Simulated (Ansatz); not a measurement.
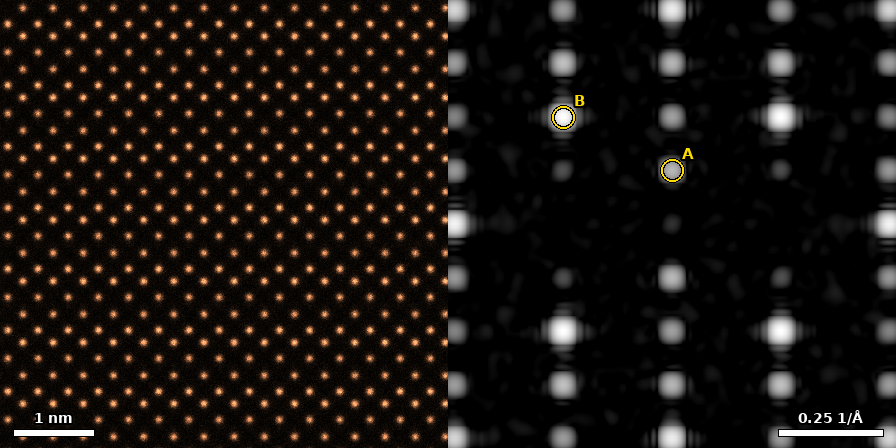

Dark-field STEM-like image of LuHgO (P4/nmm, No. 129) along [100]. Simulation: incoherent imaging, intensity Z^1.7 per atom, probe width 0.67 Å, thin sample. The probe carries 25 % of its weight in a tail 2.5 times as wide. Shot noise was added. Structure used: the geometry relaxed with DFT, PAW plane waves, r2scan in Ansatz; the starting structure was generated, so it need not be a known form of this composition.

The right panel is the modulus of the image's Fourier transform on a logarithmic scale.

a = 3.793 Å, b = 3.793 Å, c = 7.696 Å, α = 90.00°, β = 90.00°, γ = 90.00°

Index the marked spots and give their plane spacings (the zone axis points at the viewer; indices equivalent by symmetry, or all signs reversed, are as good).

Answer. A: (0 0 -1), d = 7.70 Å; B: (0 1 -2), d = 2.70 Å. A and B enclose 45°, and every spot obeys the zone law hu + kv + lw = 0 for [100].
